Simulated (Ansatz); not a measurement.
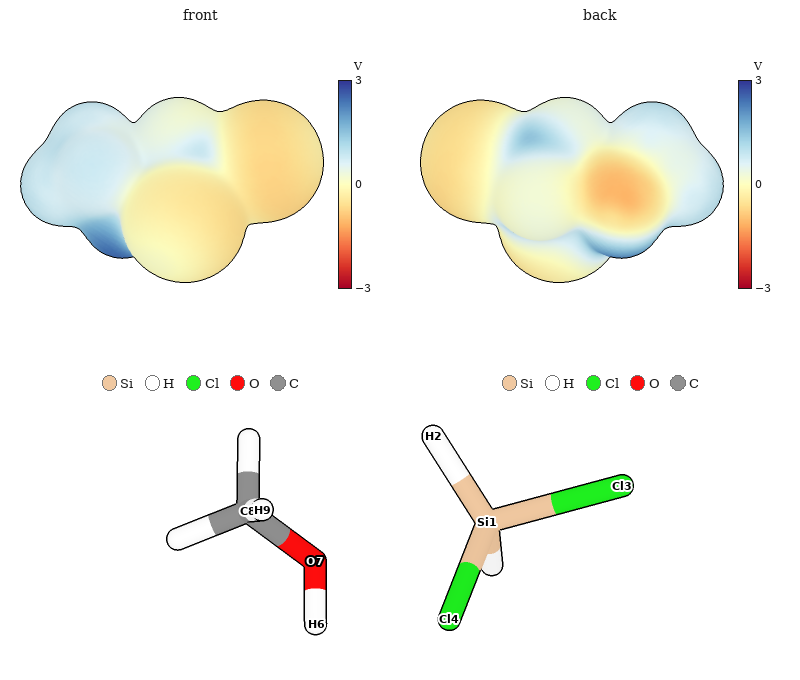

Figure 1: Cl2H2Si···CH4O. The electrostatic potential painted on the density surface at 0.002 e/bohr³, seen from the front and from behind; red is negative and blue positive. The bare structure is drawn below in the same view.

Method: RKS PBE0-D4/def2-SVP in Ansatz 0.2.0.

```yaml
atoms:
  - { symbol: Si, position_ang: [-0.0603, -1.3369, -1.0927] }
  - { symbol: H, position_ang: [0.3895, -0.0190, -1.5901] }
  - { symbol: Cl, position_ang: [0.4214, -2.6829, -2.5961] }
  - { symbol: Cl, position_ang: [1.0704, -1.9220, 0.5545] }
  - { symbol: H, position_ang: [-1.5009, -1.5274, -0.8268] }
  - { symbol: H, position_ang: [-0.6518, -0.1073, 1.4895] }
  - { symbol: O, position_ang: [-0.7866, 0.4659, 0.7252] }
  - { symbol: C, position_ang: [0.1021, 1.5516, 0.8265] }
  - { symbol: H, position_ang: [1.1579, 1.2245, 0.8407] }
  - { symbol: H, position_ang: [-0.0491, 2.1899, -0.0552] }
  - { symbol: H, position_ang: [-0.0926, 2.1637, 1.7245] }
```

### Where is the surface potential most negative and most positive?

The most negative region (about −1.1 V) lies over O7, the most positive (about +2.4 V) over H6. O7 is the likeliest acceptor of a hydrogen bond.
